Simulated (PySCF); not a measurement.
## Electronic structure of C$_{2}$H$_{8}$O$_{2}$Si (Si(OH)2Me2) in real space

| atom | x (Å) | y (Å) | z (Å) |
| --- | --- | --- | --- |
| Si | 0.2834 | -0.0049 | 0.2094 |
| O | 0.2542 | -0.0729 | 1.8800 |
| H | 0.6308 | 0.6905 | 2.3276 |
| O | 1.8568 | 0.0568 | -0.3493 |
| H | 2.3920 | -0.7218 | -0.1720 |
| C | -0.5035 | 1.5562 | -0.4328 |
| H | 0.0847 | 2.4429 | -0.1480 |
| H | -1.5238 | 1.6794 | -0.0388 |
| H | -0.5604 | 1.5394 | -1.5322 |
| C | -0.5820 | -1.5578 | -0.3457 |
| H | -1.6412 | -1.5440 | -0.0450 |
| H | -0.1234 | -2.4500 | 0.1091 |
| H | -0.5368 | -1.6660 | -1.4402 |

Geometry: PBE0-D3(BJ)/def2-SVP.

Method: PBE0/pcSseg-1, SCF density, gas phase, non-relativistic in PySCF.

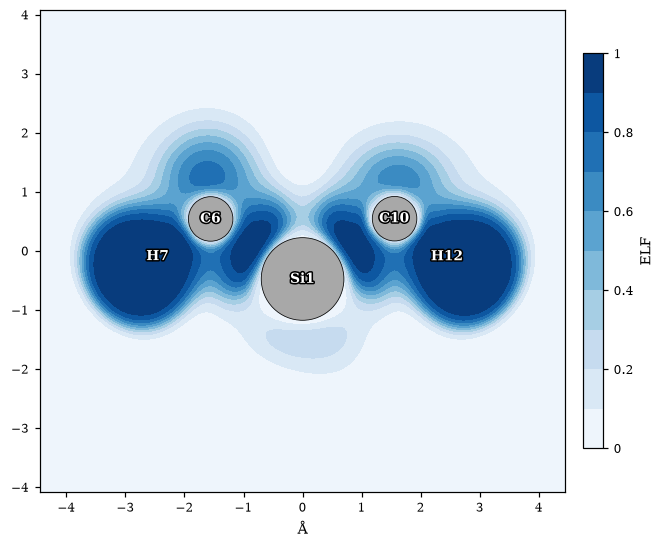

Figure 1. Electron localisation function on the plane of atoms Si1, C10 and H12. Grey discs cover the atomic cores.

### What does the map show?

The section cuts through Si, C and H sites. C–Si (1.86 Å): the ELF peaks at about 0.95 between the atoms, as expected for localised, covalent bonding. C–H (1.10 Å): the ELF climbs to about 1 towards the hydrogen, as it does in any bond to H: an ordinary covalent bond to hydrogen.

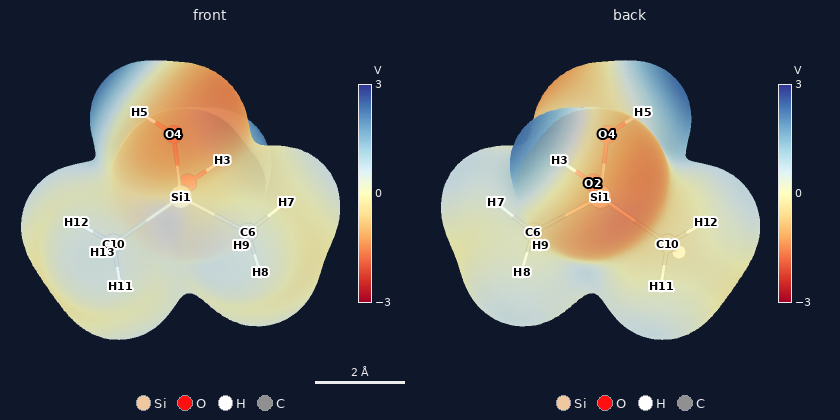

Figure 2. The electrostatic potential painted on the density surface at 0.002 e/bohr³, seen from the front and from behind; red is negative and blue positive.

### Which sites attract a positive test charge, and which a negative one?

A positive charge is drawn to the negative regions and a negative charge to the positive ones. The most negative region (about −1.6 V) lies over O2 and O4, the most positive (about +2.3 V) over H3 and H5.

### How polar is the molecule by this calculation?

Its dipole moment is 0.18 D.
